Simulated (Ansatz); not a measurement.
# Fields on a plane of CrCuO2 (delafossite type, space group R-3m)

```xyz
4
Lattice="1.4819 0.8556 5.6401 -1.4819 0.8556 5.6401 0.0000 -1.7111 5.6401" Properties=species:S:1:pos:R:3 pbc="T T T"
Cu     0.0000     0.0000     0.0000
Cr     0.0000     0.0000     8.4602
O      0.0000     0.0000     1.8295
O      0.0000     0.0000    15.0910
```

The slice is a (0001) plane (indices of the conventional cell) through the point (0.892, 0.892, 0.892) (fractional), spanned by u = [1 0 -1] and v = [-1 2 -1] in vectors of this cell: u (2.96 Å) and v (5.13 Å, at 90° to u). It covers one period; positions are fractions (u, v).

Atoms on it: O at (0.00, 0.00); O at (0.50, 0.50). Other atoms lie within 1 Å of the plane.

Method: PBEsol (plane waves to 420 eV, PAW, scalar-relativistic; Ansatz, a first-principles code). k mesh 13×13×13. Near the nuclei the fields are pseudised (PAW); where an atom keeps semicore shells as valence, they peak there. CrCuO2 is run spin-polarised and with no Hubbard U. CrCuO2 was relaxed with its symmetry unable to fall. Relaxed CrCuO2 ends ferromagnetic. Other magnetic orders were not checked, so this need not be the ground state.

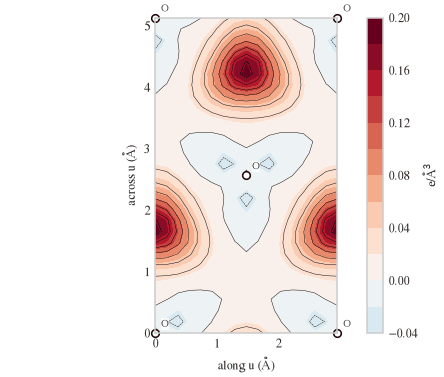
Figure: Spin density, up minus down in e/Å³, one period of the plane, atoms marked. 

```
|xxxxx++===++xxxx|
|xxxx==-:::-==xxx|
|xxxx=-:   :-=xxx|
|xx++=-     -=++x|
|###*+-     -+*##|
|@@%#+-.   .-+#%@|
|@@%%*=-:.:-=*%%@|
|@@@%#*==-==*#%@@|
|@@@@%#+===+#%@@@|
|@@@@%*+xxx+*%@@@|
|@@@@#xxxxxxx#@@@|
|@@@%*xxxxxxx*%@@|
|%%%#xxxxxxxxx#%%|
|**#*xxxxxxxxx*#*|
|==++xxxxxxxxx++=|
|::-==xxxxxxx==-:|
|  :-=xxxxxxx=-: |
|   -=++xxx++=-  |
|   -+*#####*+-  |
|  .-+#%@@@%#+-. |
|.:-=*%%@@@%%*=-:|
|-==*#%@@@@@%#*==|
|==+#%@@@@@@@%#+=|
|xx+*%@@@@@@@%*+x|
|xxxx#@@@@@@@#xxx|
|xxxx*%@@@@@%*xxx|
|xxxxx#%%%%%#xxxx|
|xxxxx*#***#*xxxx|
```
Scale: ten equal steps from 1.00 (start of ' ') to 9.71 (end of '@'), in the order ' .:-=+*#%@'. Values: electrostatic potential energy of an electron, from the cell's mean, in eV. The map has 16 points along u (one character each, u = 0 at the left) and 28 along v (v = 0 in the bottom row). Points within 0.8 Å of a nucleus are blanked (x), as the pseudised field means little there. Values under 1 eV are set to 1. The zero, the cell's mean, hangs on the PAW cores.
